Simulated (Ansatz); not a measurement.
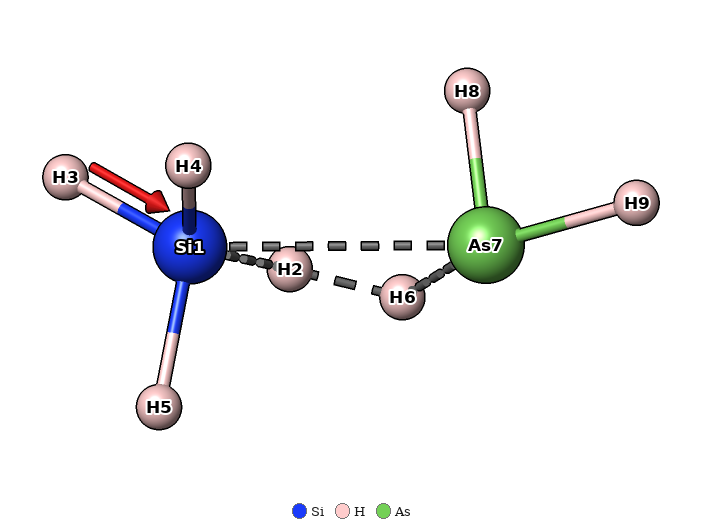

The arrows show one normal mode. Broken sticks mark bonds that form or break. Harmonic vibrations computed with RKS PBE0-D4/def2-TZVP (Ansatz 0.2.0) at a stationary point of the same level. It is a saddle point of order 1.

Q: At what wavenumber does it lie?

A: 2174 cm⁻¹; it is mode 18 of 21 counted from the lowest.
